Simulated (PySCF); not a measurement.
Consider BH4O (SMILES [BH3-]O) (charge −1).

Input file:

```
{"job": {"kind": "sp", "xc": "PBE0", "basis": "ma-def2-TZVP", "d3": "d3bj", "grid": 2}, "charge": -1, "multiplicity": 1}
B     -0.354477     0.000452    -0.022595
O      1.021866    -0.445920    -0.420628
H     -0.519587     1.243541    -0.213863
H     -1.196808    -0.622591    -0.707142
H     -0.586426    -0.224567     1.204087
H      1.643564     0.048546     0.115206
```

Command:

```sh
OMP_NUM_THREADS=1 python redox_run.py task.json out
```

Geometry: PBE0-D3(BJ)/ma-def2-SVP.

Computed with PySCF 2.14.0, density-fitted response routines, DFT single point, gas phase, functional PBE0.

### What will maps of the electron density and electron localisation function show?

B–O (1.50 Å): the density is about 1.5 e/Å³ at the midpoint; the ELF peaks at about 0.90 between the atoms (a polar covalent bond).
B–H (1.27 Å): ρ is about 1 e/Å³ halfway; the ELF climbs to about 1 towards the hydrogen, as it does in any bond to H: a covalent bond by its length.

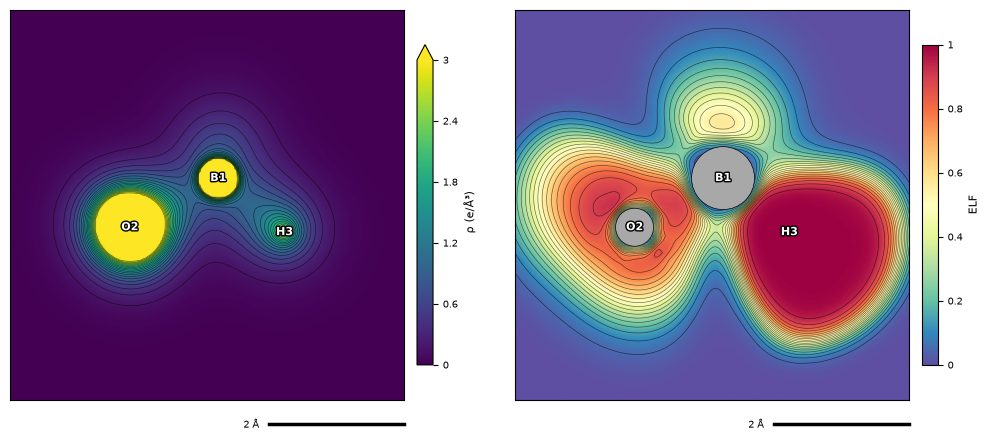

Computed electron density and electron localisation function on the plane of atoms O2, B1 and H3, in this order. Grey discs cover the atomic cores in the ELF map. 
